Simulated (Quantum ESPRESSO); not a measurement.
## CaCo2As2: energy over the lowest against total spin moment, fitted and tested on a withheld row

System: CaCo2As2, 1 Ca, 2 Co and 2 As in the cell, space group I4/mmm. Cell as run: a = 5.789, b = 5.789, c = 5.789 Å, angles 139.5, 139.5, 58.6°, 5 atoms. From the study “Fixed-spin-moment curve of CaCo2As2”.

Method: PBEsol; plane waves with GBRV 1.5 PBEsol potentials (Quantum ESPRESSO 7.5). Settings shared by all rows: cutoff 544.23 eV, 10×10×10 k-mesh, fermi-dirac occupations, smearing width 0.05 eV. All runs start parallel; opposed orders may lie lower.

Results; the value marked ? is withheld:

```csv
total spin moment (μB a cell),energy over the lowest (meV a cell)
0,?
0.257,72.8
0.514,56.4
0.772,34.5
1.029,13.2
1.286,0.9
1.3724,0.0
1.543,3.3
1.801,20.8
2.058,57.1
2.315,114.2
2.572,190.1
```

Fit the rows given and predict the energy over the lowest at total spin moment = 0 μB a cell.

**Law.** Time reversal makes the energy at fixed moment even in the moment, so it is expanded as a Landau series in M². In symbols, E = c0 + c2 M² + c4 M⁴ + c6 M⁶, with energy over the lowest in meV a cell.

**Fit.** Least squares on 11 rows gives c0 = 75.575, c2 = -79.478, c4 = 23.356 and c6 = -1.3227.

```csv
total spin moment (μB a cell),computed,fit,computed − fit
0.257,72.8,70.43,2.37
0.514,56.4,56.18,0.22
0.772,34.5,36.22,-1.72
1.029,13.2,16.04,-2.84
1.286,0.9,2.03,-1.13
1.3724,0.0,-0.10,0.10
1.543,3.3,0.89,2.41
1.801,20.8,18.37,2.43
2.058,57.1,57.43,-0.33
2.315,114.2,116.85,-2.65
2.572,190.1,188.99,1.11
```

The fit has a minimum at M = 1.44 μB a cell. 

**Prediction.** At total spin moment = 0 μB a cell the law predicts 75.58 meV a cell. The computed value is 78.9 meV a cell, 3.33 above the prediction (4.4 % of it). The row lies beyond the fitted rows, so this is an extrapolation. The miss is 1.8 times the rms residual of the fit, 1.86.

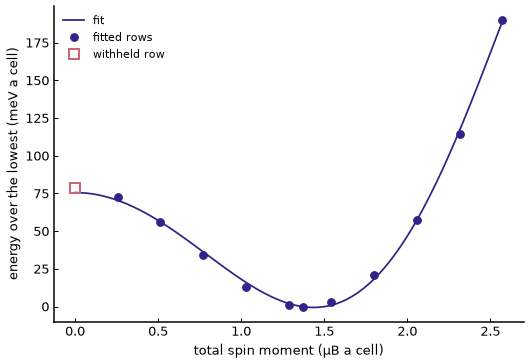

The rows, the fitted law and the withheld row.

[Logs and program files are shortened in this print: banners, set-up blocks, solver, clock and traceback lines can be left out without a mark of their own.]

[Logs are printed without paths, hosts, clocks, repeated set-up lines and the standing remarks that a program may print on its own settings, such as how far it seeks lower states.]

[Hosts, paths, dates, database ids (printed as entryN), source tags and the programs' standing remarks are cut or masked in the printed files.]

[Where a cell is said to come from a database of computed structures, the database is the Materials Project.]
